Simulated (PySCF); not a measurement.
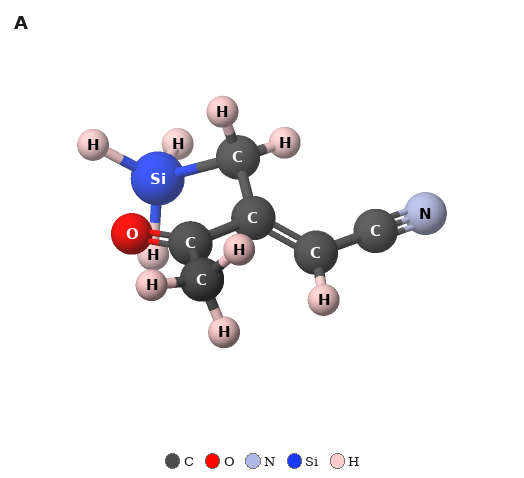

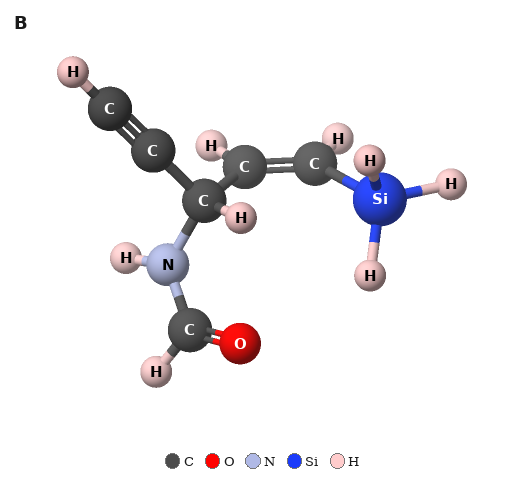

2 stationary structures of one formula. Geometries: GFN2-xTB. Electronic energies: PBE0/pcSseg-1 (PySCF 2.14.0), without zero-point energy. No frequency run is at hand to confirm each as a minimum. Each is one conformer, not always the lowest.

Question: Are they conformers, stereoisomers or constitutional isomers?

Answer: They are constitutional isomers of C6H9NOSi: A `CC(=O)/C(=C/C#N)C[SiH3]`, B `C#C[C@H](/C=C\[SiH3])NC=O`.

Question: Rank them by energy, lowest first.

Answer: A is lowest; B lies 37.7 kcal/mol above it.

The geometry is semi-empirical. Around Si such bond lengths and angles can be off by a tenth of an ångström or more and by several degrees, and values that hang on the shape move with them.
